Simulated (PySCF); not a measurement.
Vertical excitations of a molecule C₂H₇BFNO from PySCF with TDA-PBE/def2-SVPD, as energy in eV (oscillator strength): 5.67 (0.006), 6.43 (0.009), 6.71 (0.004), 7.01 (0.002), 7.34 (0.001), 7.34 (0.009), 7.45 (0.129), 7.80 (0.002), 7.86 (0.009), 8.09 (0.006). Lowest triplet (TDA): 5.53 eV. Coordinates come from a r2SCAN-D4/def2-SVP optimisation. Other conformers were not sampled.

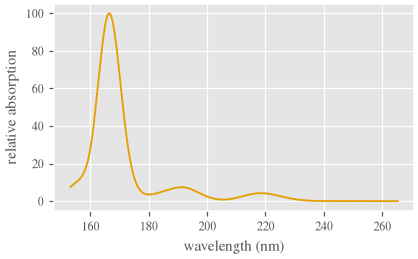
Figure. The lines broadened by 0.4 eV.

Question: Identify the compound among the candidates.
A) CNB(F)OC
B) COCB(N)F
C) COB(N)CF
D) CNB(O)CF

Answer: A, CNB(F)OC
